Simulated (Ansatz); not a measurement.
# C2H7B: molecular dynamics, part 2 of 2

Aim: follow the molecule's vibrations and see whether its bonds hold. The start is relaxed first. Runs: 250 steps of 1 fs under a Nosé-Hoover thermostat at 400 K; 250 steps of 0.25 fs at constant energy, with velocities drawn for 200 K. SMILES of the start: CBC.

Ansatz 0.2.0; RHF/STO-3G. The steps go on from the part before.

**9. The output, continued: dynamics from the last frame of an earlier run**

The log, continued, cut to the lines that bear on the results:

```text
md step    75: t =    18.75 fs  T =   288.0 K  F+E_penalty+E_count = -2809.80743184 eV  E_kin = 0.297776 eV  conserved = -2809.50965628 eV  (24 SCF iters)
[...]
md step    99: t =    24.75 fs  T =   179.4 K  F+E_penalty+E_count = -2809.69508756 eV  E_kin = 0.185498 eV  conserved = -2809.50958978 eV  (23 SCF iters)
[...]
md step   123: t =    30.75 fs  T =   182.5 K  F+E_penalty+E_count = -2809.69839182 eV  E_kin = 0.188750 eV  conserved = -2809.50964209 eV  (43 SCF iters)
[...]
md step   147: t =    36.75 fs  T =   220.6 K  F+E_penalty+E_count = -2809.73770928 eV  E_kin = 0.228070 eV  conserved = -2809.50963969 eV  (24 SCF iters)
[...]
md step   171: t =    42.75 fs  T =   241.4 K  F+E_penalty+E_count = -2809.75921864 eV  E_kin = 0.249589 eV  conserved = -2809.50962972 eV  (24 SCF iters)
md step   172: t =    43.00 fs  T =   236.6 K  F+E_penalty+E_count = -2809.75427049 eV  E_kin = 0.244645 eV  conserved = -2809.50962519 eV  (24 SCF iters)
```

**10. The output, continued: dynamics from the last frame of an earlier run**

Output, continued, cut to the lines that bear on the results:

```text
md step   173: t =    43.25 fs  T =   231.8 K  F+E_penalty+E_count = -2809.74933322 eV  E_kin = 0.239712 eV  conserved = -2809.50962075 eV  (24 SCF iters)
[...]
md step   192: t =    48.00 fs  T =   199.6 K  F+E_penalty+E_count = -2809.71600186 eV  E_kin = 0.206381 eV  conserved = -2809.50962106 eV  (25 SCF iters)
[...]
md step   211: t =    52.75 fs  T =   195.4 K  F+E_penalty+E_count = -2809.71172230 eV  E_kin = 0.202103 eV  conserved = -2809.50961972 eV  (24 SCF iters)
[...]
md step   230: t =    57.50 fs  T =   217.1 K  F+E_penalty+E_count = -2809.73409464 eV  E_kin = 0.224453 eV  conserved = -2809.50964176 eV  (41 SCF iters)
[...]
md step   249: t =    62.25 fs  T =   247.2 K  F+E_penalty+E_count = -2809.76519616 eV  E_kin = 0.255585 eV  conserved = -2809.50961099 eV  (25 SCF iters)
[...]
Atom 0 at    -0.926249     0.801046    -0.559322 Å, force    -2.588137    -1.349654     0.656062 eV/Å
Atom 1 at    -0.335037    -0.533180    -0.025316 Å, force     2.010339    -0.265818    -0.181420 eV/Å
Atom 2 at     1.155958    -0.468035     0.548924 Å, force    -0.934116    -0.863361     1.058386 eV/Å
Atom 3 at    -2.021771     0.761339    -0.458491 Å, force     0.669891     0.549270     0.027754 eV/Å
Atom 4 at    -0.749397     0.852095    -1.606426 Å, force     0.470654     0.252123    -1.061362 eV/Å
Atom 5 at    -0.526839     1.646606    -0.059820 Å, force     0.269479     1.015818     0.245875 eV/Å
Atom 6 at    -0.808167    -1.582477    -0.225965 Å, force    -0.295524     0.314759     0.174299 eV/Å
Atom 7 at     1.325727     0.358173     1.231179 Å, force    -0.141922     0.225419    -0.244413 eV/Å
Atom 8 at     1.804561    -0.326147    -0.308559 Å, force     0.287784    -0.254072     0.056698 eV/Å
Atom 9 at     1.415940    -1.373947     1.111358 Å, force     0.251553     0.375516    -0.731879 eV/Å
Dipole moment:    -0.020709     0.045880    -0.001571 e Å
```

Wall time 87 s (1 thread of Intel Xeon at 2.70GHz, shared host); peak memory 0.08 GiB.

**11. What the atoms did**

One step in 13; energies are changes from step 0:

```
time (fs)  T (K)  potential energy change (meV/atom)  total energy change (meV/atom)
      0.0    200                                 0.0                            0.00
      3.2    155                                 4.7                            0.01
      6.5    228                                -2.9                            0.00
      9.8    308                               -11.2                            0.00
     13.0    299                               -10.2                            0.00
     16.2    303                               -10.7                            0.00
     19.5    274                                -7.7                            0.00
     22.8    199                                 0.1                            0.01
     26.0    184                                 1.6                            0.00
     29.2    200                                -0.1                            0.00
     32.5    156                                 4.6                            0.01
     35.8    191                                 1.0                            0.00
     39.0    270                                -7.3                            0.00
     42.2    251                                -5.2                            0.00
     45.5    199                                 0.1                            0.01
     48.8    204                                -0.4                            0.00
     52.0    201                                -0.1                            0.00
     55.2    195                                 0.5                            0.00
     58.5    225                                -2.5                            0.00
     61.8    242                                -4.3                            0.00
     62.5    250                                -5.2                            0.00
```

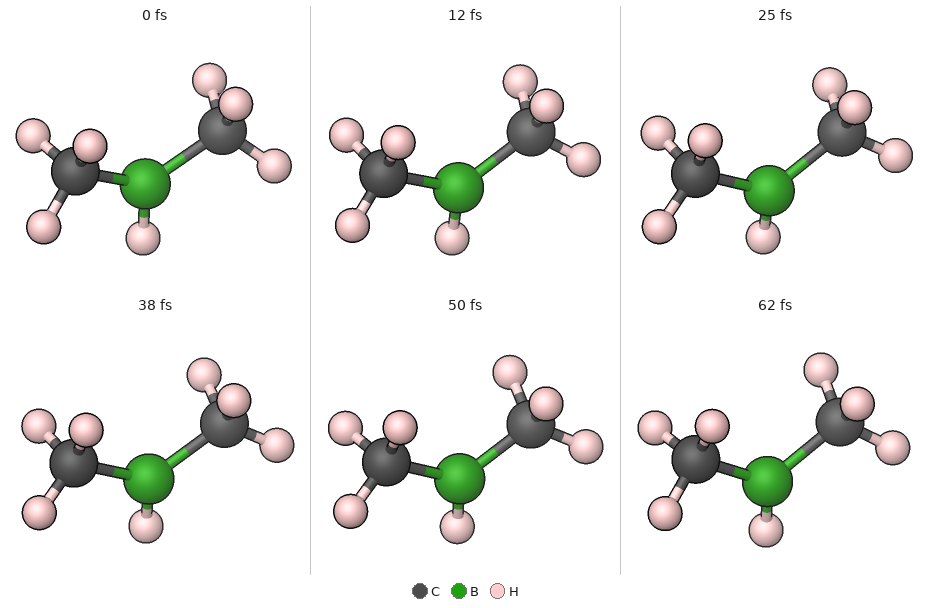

The system at six times, viewed from a free direction. Sticks join atoms within a bonding distance in each frame.

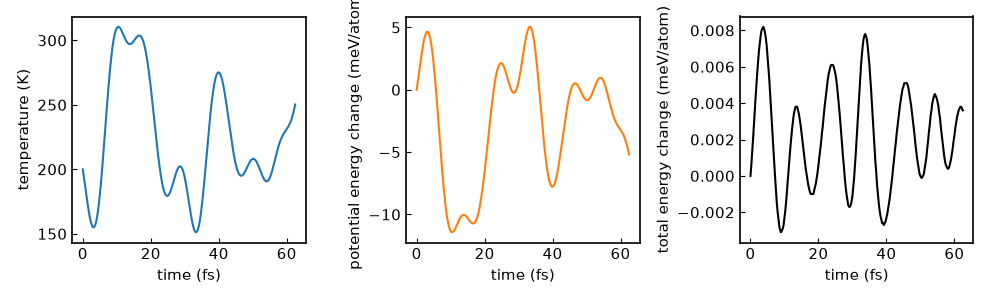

Traces against time; each panel has its own scale.

**12. Positions and forces**

Extended XYZ, with forces in eV/Å:

```xyz
10
time_fs=7.8 T=270 dE=-0.0725
C    -0.982    0.818   -0.534   -0.603   -0.245    0.372
B    -0.265   -0.474   -0.080   -0.198   -1.604    0.424
C     1.186   -0.495    0.531    0.296   -0.944    0.900
H    -2.051    0.672   -0.533   -0.248    0.349    0.349
H    -0.736    0.913   -1.568    0.474    0.590   -0.970
H    -0.692    1.700    0.018   -0.108    0.191   -0.221
H    -0.839   -1.511   -0.251    0.669    0.870    0.099
H     1.459    0.357    1.116   -0.276    1.060    0.169
H     1.912   -0.511   -0.281   -0.041   -0.560    0.110
H     1.341   -1.336    1.234    0.035    0.293   -1.233
10
time_fs=15.5 T=301 dE=-0.1048
C    -1.015    0.807   -0.530    2.093   -0.436   -0.002
B    -0.288   -0.529   -0.018   -0.182    1.656   -0.875
C     1.171   -0.498    0.557    0.353    0.951   -0.566
H    -2.074    0.724   -0.517   -1.045    0.152    0.043
H    -0.695    0.915   -1.575   -0.319   -0.109    0.302
H    -0.674    1.714   -0.030   -0.371   -0.292    0.055
H    -0.814   -1.516   -0.279   -0.137   -0.673    0.196
H     1.438    0.374    1.131   -0.355    0.441    0.088
H     1.894   -0.525   -0.253   -0.273   -0.025   -0.340
H     1.402   -1.325    1.154    0.234   -1.666    1.098
10
time_fs=23.5 T=187 dE=0.0132
C    -0.987    0.783   -0.527   -2.516    1.118   -0.509
B    -0.315   -0.523    0.005    1.118   -0.202   -0.742
C     1.171   -0.479    0.574   -0.014   -1.083    0.714
H    -2.129    0.784   -0.498    2.384   -0.227   -0.280
H    -0.667    0.912   -1.573   -0.447   -0.527    0.334
H    -0.673    1.715   -0.074    0.181   -0.116    0.580
H    -0.791   -1.547   -0.294   -0.058    0.084    0.438
H     1.397    0.419    1.152    0.008   -0.400   -0.129
H     1.864   -0.540   -0.248    0.017    0.679   -0.850
H     1.471   -1.384    1.116   -0.673    0.675    0.444
10
time_fs=31.2 T=174 dE=0.0269
C    -1.033    0.800   -0.539    2.737   -0.043    0.575
B    -0.295   -0.516   -0.012   -0.357   -0.792   -0.265
C     1.173   -0.495    0.607    0.247   -0.155   -0.996
H    -2.084    0.831   -0.494   -1.467   -0.414   -0.281
H    -0.667    0.882   -1.556   -0.597   -0.136   -0.556
H    -0.665    1.709   -0.087    0.051    0.073    0.505
H    -0.772   -1.575   -0.285    0.241    0.849    0.345
H     1.358    0.439    1.165    0.301   -1.058   -0.155
H     1.831   -0.518   -0.281   -0.368    0.677    0.397
H     1.504   -1.418    1.113   -0.788    1.001    0.432
10
time_fs=39.0 T=270 dE=-0.0726
C    -0.994    0.814   -0.532   -0.253   -1.353    0.158
B    -0.281   -0.540   -0.039    0.149    0.945    0.885
C     1.179   -0.517    0.601   -1.011    0.907   -0.910
H    -2.086    0.854   -0.506    0.458   -0.555    0.007
H    -0.697    0.846   -1.567   -0.056    0.372   -0.662
H    -0.649    1.710   -0.069    0.582    0.549    0.441
H    -0.745   -1.565   -0.259   -0.494   -0.441   -0.259
H     1.334    0.403    1.170    0.299   -0.588   -0.032
H     1.784   -0.461   -0.301    0.535    0.144    0.104
H     1.495   -1.401    1.135   -0.209    0.019    0.267
10
time_fs=47.0 T=195 dE=0.0048
C    -0.952    0.786   -0.520   -1.733    1.697   -0.814
B    -0.270   -0.532   -0.029   -0.998   -0.515    0.044
C     1.149   -0.511    0.561    0.748   -0.601    1.120
H    -2.072    0.844   -0.516    1.476   -0.658    0.449
H    -0.734    0.826   -1.608    0.281    0.304    0.840
H    -0.606    1.728   -0.032   -0.022   -1.234   -0.759
H    -0.741   -1.570   -0.244   -0.363    0.014   -0.112
H     1.328    0.338    1.176    0.141    1.030    0.386
H     1.765   -0.391   -0.316    0.762   -0.272   -0.168
H     1.468   -1.373    1.165   -0.292    0.235   -0.987
10
time_fs=54.8 T=192 dE=0.0082
C    -0.966    0.812   -0.540    2.288   -0.914   -0.006
B    -0.302   -0.536   -0.014   -0.167    0.283   -0.583
C     1.145   -0.513    0.557    0.378    1.524   -0.497
H    -2.002    0.800   -0.501   -2.455    0.097    0.538
H    -0.754    0.827   -1.610    0.411    0.436    0.208
H    -0.563    1.690   -0.033   -0.232   -0.159   -0.541
H    -0.761   -1.579   -0.236   -0.484    0.053    0.031
H     1.329    0.325    1.200   -0.097    0.816    0.130
H     1.785   -0.340   -0.333   -0.152   -0.733    0.911
H     1.431   -1.344    1.149    0.510   -1.404   -0.190
10
time_fs=62.5 T=250 dE=-0.0519
C    -0.926    0.801   -0.559   -2.588   -1.350    0.656
B    -0.335   -0.533   -0.025    2.010   -0.266   -0.181
C     1.156   -0.468    0.549   -0.934   -0.863    1.058
H    -2.022    0.761   -0.459    0.670    0.549    0.028
H    -0.749    0.852   -1.606    0.471    0.252   -1.061
H    -0.527    1.647   -0.060    0.270    1.016    0.246
H    -0.808   -1.583   -0.226   -0.295    0.315    0.174
H     1.326    0.358    1.231   -0.142    0.225   -0.244
H     1.805   -0.326   -0.309    0.288   -0.254    0.057
H     1.416   -1.374    1.111    0.252    0.376   -0.732
```

On run 2: The temperature starts at 200 K and averages 213 K in the second half, where it ranges from 151 to 275 K; the start was no minimum (force components up to 1.6 eV/Å), and the potential energy that it sheds (1 meV/atom) turns into motion, which in so few atoms is no thermal temperature. The total energy strays from its start by at most 0.01 meV/atom, under 0.1 % of the mean kinetic energy, which is good for a step of 0.25 fs. The bonding pattern survives the run.

**13. Outcome**

The summary covers parts 1 to 2.

```
                                     quantity                                    value
                      relaxation of the start                  4 moves, 0.363 eV lower
                                run 1: length                        250 steps of 1 fs
      run 1: temperature, first and last step                            400 and 496 K
              run 1: temperature, second half            mean 409 K, from 223 to 591 K
         run 1: potential energy, second half  +33 meV/atom from this run's first step
run 1: largest change of the conserved energy                            1.65 meV/atom
                run 1: bonds formed or broken                                        0
                                run 2: length                     250 steps of 0.25 fs
      run 2: temperature, first and last step                            200 and 250 K
              run 2: temperature, second half            mean 213 K, from 151 to 275 K
         run 2: potential energy, second half   -1 meV/atom from this run's first step
    run 2: largest change of the total energy                            0.01 meV/atom
                run 2: bonds formed or broken                                        0
```

In words: Mean temperatures of the second halves: 409 K, 213 K. No bond formed or broke in any run. 62 fs on 10 atoms is far too short and small for converged averages. The basis is very small, so the numbers are rough.
